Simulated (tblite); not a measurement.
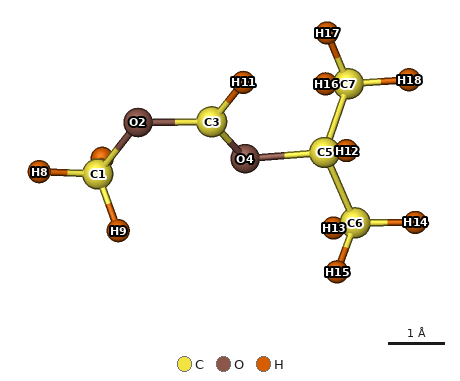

This is the input geometry for a relaxation of C5H11O2 (multiplicity 2). Style: ball-and-stick. Shown at a tilt.

All numbers below come from GFN2-xTB geometry optimisation, gas phase (tblite).

```xyz
18

C     3.0034    0.2557   -0.1759
O     2.2163    1.4534   -0.0743
C     0.8874    1.2055   -0.0676
O     0.3166   -0.0201   -0.0196
C    -1.1133   -0.0120   -0.1087
C    -1.5379   -1.3392   -0.7392
C    -1.7285    0.1533    1.2664
H     4.0572    0.5477   -0.1919
H     2.7722   -0.2764   -1.1043
H     2.8321   -0.3942    0.6955
H     0.2693    2.0889    0.0351
H    -1.4523    0.7948   -0.7777
H    -1.1985   -2.1819   -0.1167
H    -2.6156   -1.4004   -0.8505
H    -1.0772   -1.4507   -1.7219
H    -1.3800   -0.6334    1.9612
H    -1.4368    1.1095    1.7207
H    -2.8232    0.1058    1.2242
```

> Where does the relaxation end?

The largest move after the best rigid fit is that of H8, 1.30 Å. By element the largest moves are H 1.30 Å, O 0.77 Å, C 0.68 Å. Some distances before and after: C1–O2 1.437 → 1.408 Å, O2–C3 1.352 → 1.373 Å, C7–H16 1.106 → 1.088 Å, C5–C7 1.515 → 1.528 Å. Among the angles between lasting bonds that change: O2–C3–O4 125.5° → 119.4°, O2–C3–H11 114.3° → 111.3°, C1–O2–C3 112.7° → 115.7°. Groups turn about C3–O4 by about 55°. After 179 geometry steps the energy has fallen by 22.3 kJ/mol.

The structure at the end:

```xyz
18

C     2.7108    0.2860    0.2852
O     1.9228    1.4310    0.0614
C     0.8263    1.2509   -0.7457
O     0.2114    0.0424   -0.7751
C    -1.1263   -0.0209   -0.2569
C    -1.7394   -1.3205   -0.7589
C    -1.1161    0.0551    1.2688
H     3.4924    0.5849    0.9808
H     3.1585   -0.0662   -0.6500
H     2.1153   -0.5252    0.7137
H     0.2199    2.1462   -0.7907
H    -1.6874    0.8377   -0.6584
H    -1.1713   -2.1667   -0.3814
H    -2.7688   -1.4010   -0.4207
H    -1.7181   -1.3478   -1.8448
H    -0.6126   -0.8156    1.6831
H    -0.5916    0.9503    1.5977
H    -2.1347    0.0858    1.6466
```

After the run, drawn alike:

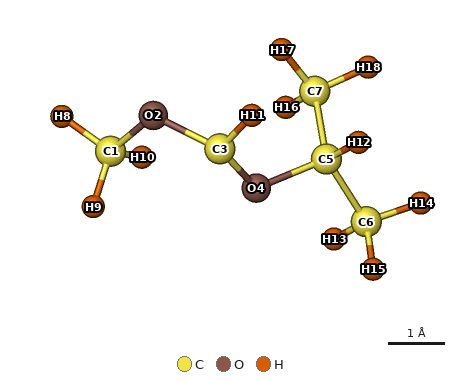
